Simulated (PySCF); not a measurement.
# InCl (SMILES [Cl][In]): wB97X-V/STO-3G

Aim: the vertical ionisation energy of InCl at wB97X-V/STO-3G, from 2 runs. 

The results are computed with PySCF 2.14.0.

8 further runs of the same task are left out: 8 set aside as unsound or not needed.

### 1 Starting point

InCl has 2 atoms, charge 0, and is taken as a singlet. As SMILES, `[Cl][In]`. The shape comes from GFN2-xTB, which is rough for such elements, and wasn't checked as a minimum.

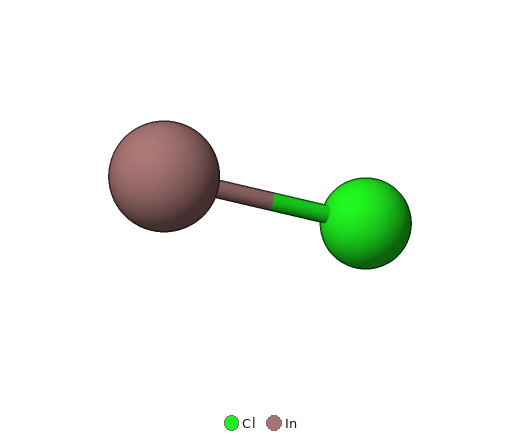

The structure, seen from a chosen angle (chlorine green, indium brown).

### 2 The energy at wB97X-V/STO-3G

The input, job.py:

```python
from pyscf import gto, dft

molecule = gto.M(
    atom=[
    ('Cl', (0.000000, 0.000000, 0.000000)),
    ('In', (0.000000, 0.000000, 2.385660)),
],
    spin=0,
    max_memory=1860,
    basis='sto-3g',
    verbose=4,
)

mf = dft.RKS(molecule, xc='wb97x-v')
mf.nlcgrids.level = 1
mf.conv_tol = 1e-10
mf.grids.level = 5
mf.kernel()
if not mf.converged:
    mf = mf.newton().run(mf.mo_coeff, mf.mo_occ)

e_final = mf.e_tot
print(f'total energy: {e_final:.8f} hartree')
```

Started as:

```bash
OMP_NUM_THREADS=1 python job.py
```

Log:

```text
PySCF version 2.14.0

[INPUT] num. atoms = 2
[INPUT] num. electrons = 66
[INPUT] charge = 0
[INPUT] spin (= nelec alpha-beta = 2S) = 0
[INPUT] symmetry False subgroup None
[INPUT] Mole.unit = angstrom
[INPUT] Symbol           X                Y                Z      unit          X                Y                Z       unit  Magmom
[INPUT]  1 Cl     0.000000000000   0.000000000000   0.000000000000 AA    0.000000000000   0.000000000000   0.000000000000 Bohr   0.0
[INPUT]  2 In     0.000000000000   0.000000000000   2.385660000000 AA    0.000000000000   0.000000000000   4.508244026330 Bohr   0.0

nuclear repulsion = 184.772606614673
number of shells = 16
number of NR pGTOs = 108
number of NR cGTOs = 36
basis = sto-3g
ecp = {}

******** <class 'pyscf.dft.rks.RKS'> ********
method = RKS
initial guess = minao
damping factor = 0
level_shift factor = 0
DIIS = <class 'pyscf.scf.diis.CDIIS'>
diis_start_cycle = 1
diis_space = 8
diis_damp = 0
SCF conv_tol = 1e-10
SCF conv_tol_grad = None
SCF max_cycles = 50
direct_scf = True
direct_scf_tol = 1e-13
XC library pyscf.dft.libxc version 7.0.0
    S. Lehtola, C. Steigemann, M. J.T. Oliveira, and M. A.L. Marques.,  SoftwareX 7, 1–5 (2018)
XC functionals = wb97x-v
    N. Mardirossian and M. Head-Gordon.,  Phys. Chem. Chem. Phys. 16, 9904-9924 (2014)
radial grids:
    Treutler-Ahlrichs [JCP 102, 346 (1995); DOI:10.1063/1.469408] (M4) radial grids

becke partition: Becke, JCP 88, 2547 (1988); DOI:10.1063/1.454033
pruning grids: <function nwchem_prune>
grids dens level: 5
symmetrized grids: False
atomic radii adjust function: <function treutler_atomic_radii_adjust>
** Following is NLC and NLC Grids **
NLC functional = wb97x-v
radial grids:
    Treutler-Ahlrichs [JCP 102, 346 (1995); DOI:10.1063/1.469408] (M4) radial grids

becke partition: Becke, JCP 88, 2547 (1988); DOI:10.1063/1.454033
pruning grids: <function nwchem_prune>
grids dens level: 1
symmetrized grids: False
atomic radii adjust function: <function treutler_atomic_radii_adjust>
small_rho_cutoff = 0
Set gradient conv threshold to 1e-05
Initial guess from minao.
tot grids = 90376
tot grids = 14408
init E= -6124.32014668465
  HOMO = -0.574053115257552  LUMO = -0.294875940440812  gap/eV = 7.59680
cycle= 1 E= -6139.73138613828  delta_E= -15.4  |g|= 0.266  |ddm|= 1.52
  HOMO = -0.204784315291554  LUMO = 0.144606379198051  gap/eV = 9.50741
cycle= 2 E= -6139.75483026987  delta_E= -0.0234  |g|= 0.0339  |ddm|= 0.532
  HOMO = -0.205946114196365  LUMO = 0.153115554409891  gap/eV = 9.77057
cycle= 3 E= -6139.75572952066  delta_E= -0.000899  |g|= 0.00945  |ddm|= 0.11
  HOMO = -0.208608345079077  LUMO = 0.149618532793629  gap/eV = 9.74785
cycle= 4 E= -6139.75582168085  delta_E= -9.22e-05  |g|= 0.00356  |ddm|= 0.0358
  HOMO = -0.208705199976378  LUMO = 0.149654070002831  gap/eV = 9.75145
cycle= 5 E= -6139.75583814324  delta_E= -1.65e-05  |g|= 0.00029  |ddm|= 0.021
  HOMO = -0.20876142197801  LUMO = 0.149629403253944  gap/eV = 9.75231
cycle= 6 E= -6139.75583825857  delta_E= -1.15e-07  |g|= 9.82e-05  |ddm|= 0.00126
  HOMO = -0.208759895752951  LUMO = 0.149631923432831  gap/eV = 9.75234
cycle= 7 E= -6139.75583827977  delta_E= -2.12e-08  |g|= 3.1e-05  |ddm|= 0.000614
  HOMO = -0.208759276933513  LUMO = 0.149630733029419  gap/eV = 9.75229
cycle= 8 E= -6139.75583828206  delta_E= -2.3e-09  |g|= 3.19e-06  |ddm|= 0.000266
  HOMO = -0.208759363183141  LUMO = 0.149631046703821  gap/eV = 9.75230
cycle= 9 E= -6139.75583828208  delta_E= -1.73e-11  |g|= 3.15e-07  |ddm|= 1.99e-05
  HOMO = -0.208759443401135  LUMO = 0.149630953625468  gap/eV = 9.75230
Extra cycle  E= -6139.75583828208  delta_E= -1.82e-12  |g|= 1e-07  |ddm|= 9.78e-07
converged SCF energy = -6139.75583828208
total energy: -6139.75583828 hartree
```

It took 11 s on 1 thread of Arm Neoverse V1, shared host; peak memory 0.24 GiB.

### 3 The doublet cation at the same level

The input, calc.py:

```python
from pyscf import gto, dft

system = gto.M(
    atom='''
Cl     0.000000     0.000000     0.000000
In     0.000000     0.000000     4.508244
''',
    charge=1,
    unit='bohr',
    basis='sto-3g',
    max_memory=1860,
    verbose=3,
    spin=1,
)

ks = dft.UKS(system, xc='wb97x-v')
ks.nlcgrids.level = 1
ks.conv_tol = 1e-10
ks.grids.level = 5
ks.kernel()
if not ks.converged:
    ks = ks.newton().run(ks.mo_coeff, ks.mo_occ)

e_tot = ks.e_tot
print(f'total energy: {e_tot:.8f} hartree')
```

Started as:

```bash
OMP_NUM_THREADS=1 python calc.py
```

Log:

```text
WARN: HOMO -0.574053114348465 >= LUMO -0.574053114348482

converged SCF energy = -6139.52313675859  <S^2> = 0.75485508  2S+1 = 2.0048492
total energy: -6139.52313676 hartree
```

It took 15 s on 1 thread of Arm Neoverse V1, shared host; peak memory 0.24 GiB.

### 4 Results

At wB97X-V/STO-3G:

```
                                          quantity           value
                        singlet InCl: total energy  -6139.75584 Eh
                       singlet InCl: dipole moment          3.27 D
                         singlet InCl: HOMO energy        -5.68 eV
                         singlet InCl: LUMO energy         4.07 eV
                       singlet InCl: HOMO–LUMO gap         9.75 eV
                      doublet cation: total energy  -6139.52314 Eh
doublet cation: HOMO energy (highest over α and β)       -14.09 eV
 doublet cation: LUMO energy (lowest over α and β)        -6.95 eV
                              doublet cation: ⟨S²⟩           0.755
vertical ionisation energy (to the doublet cation)        6.332 eV
```

What this shows: Removing an electron at fixed nuclei costs 6.33 eV (146 kcal/mol). −ε(HOMO) before ionisation, 5.68 eV, is 0.65 eV below this ionisation energy. In a minimal basis such a difference can be off by several eV, whatever the method. Relativity is left out (singlet InCl) although the molecule holds a heavy atom. Relativity is left out (doublet cation) although the molecule holds a heavy atom.
